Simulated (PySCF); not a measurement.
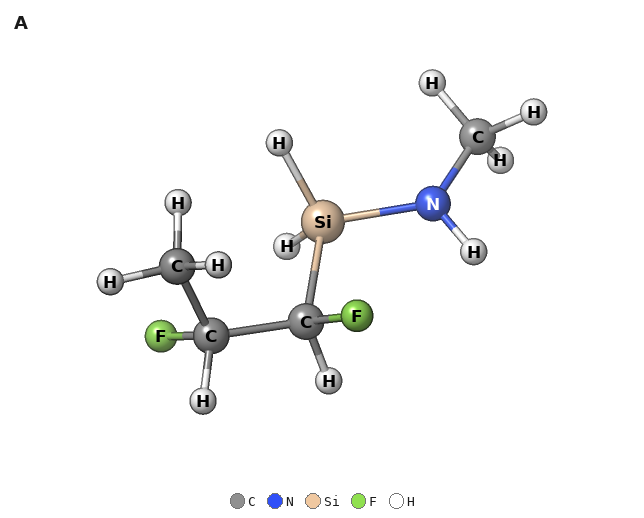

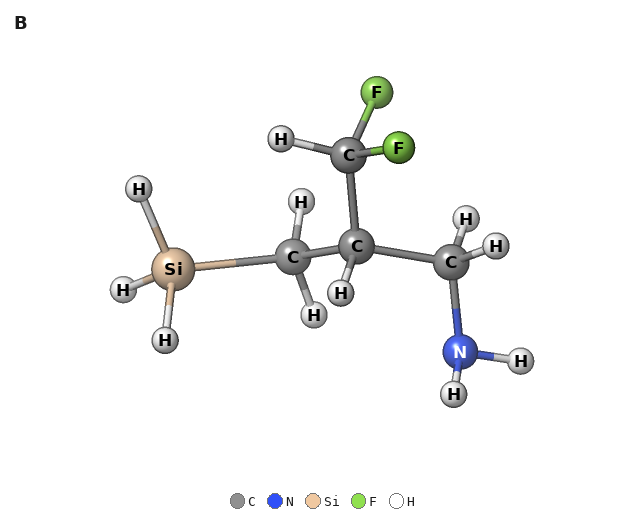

2 stationary structures of one formula. Geometries: GFN2-xTB. Electronic energies: PBE0/pcSseg-1 (PySCF 2.14.0), without zero-point energy. No frequency run is at hand to confirm each as a minimum. Each is one conformer, not always the lowest.

Question: Are they conformers, stereoisomers or constitutional isomers?

Answer: They are constitutional isomers of C4H11F2NSi: A `CN[SiH2][C@@H](F)[C@@H](C)F`, B `NC[C@H](C[SiH3])C(F)F`.

Question: Which structure is the most stable?

Answer: A is lowest; B lies 3.3 kcal/mol above it.

The geometry is semi-empirical. Around Si such bond lengths and angles can be off by a tenth of an ångström or more and by several degrees, and values that hang on the shape move with them.
